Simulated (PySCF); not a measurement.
```xyz
25

O    -0.3040   -2.4900   -0.6005
B    -0.1422   -1.1935   -0.2929
C    -1.4387   -0.3087   -0.1925
C    -2.6750   -0.8923    0.0937
C    -3.8257   -0.1326    0.1905
C    -3.7703    1.2368   -0.0088
C    -2.5580    1.8373   -0.3052
C    -1.4086    1.0733   -0.3924
C     1.2946   -0.5851   -0.0365
C     2.3943   -1.0144   -0.7827
C     3.6606   -0.5017   -0.5668
C     3.8624    0.4472    0.4210
C     2.7898    0.8817    1.1820
C     1.5238    0.3755    0.9503
H     0.4934   -3.0193   -0.6505
H    -2.7200   -1.9609    0.2436
H    -4.7697   -0.6072    0.4183
H    -4.6685    1.8335    0.0634
H    -2.5103    2.9048   -0.4677
H    -0.4686    1.5512   -0.6308
H     2.2512   -1.7509   -1.5642
H     4.4924   -0.8445   -1.1661
H     4.8511    0.8460    0.5968
H     2.9424    1.6202    1.9562
H     0.6928    0.7176    1.5507
```

Geometry: GFN2-xTB.

All numbers below come from PySCF 2.14.0, B3LYP/6-31G*, SCF density, gas phase, non-relativistic.

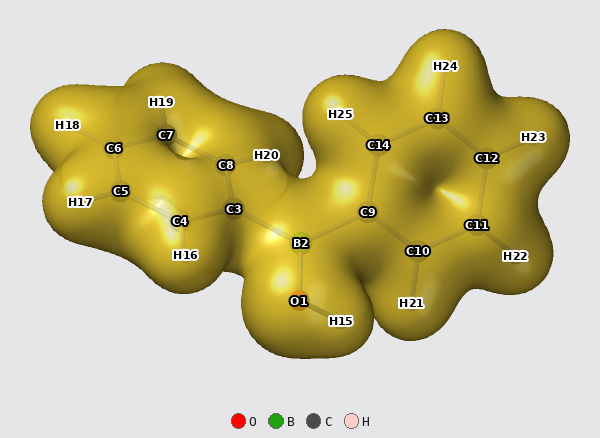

C12H11BO (SMILES OB(c1ccccc1)c1ccccc1). Isosurface of the total electron density at 0.1 e/Å³ (yellow), seen at a tilt.

**What does this surface tell about the bonding?**

At this value the surface is in one piece. It bridges the sampled B–O (1.34 Å), C–C (1.38 Å), C–B (1.57 Å) and O–H (0.96 Å) contacts, where the density stays above the isovalue. On the grid the lowest density along these lines, outside the cores, is 1.6 e/Å³ (B–O, 1.34 Å), 2.2 e/Å³ (C–C, 1.38 Å), 1.3 e/Å³ (C–B, 1.57 Å) and 2.4 e/Å³ (O–H, 0.96 Å).
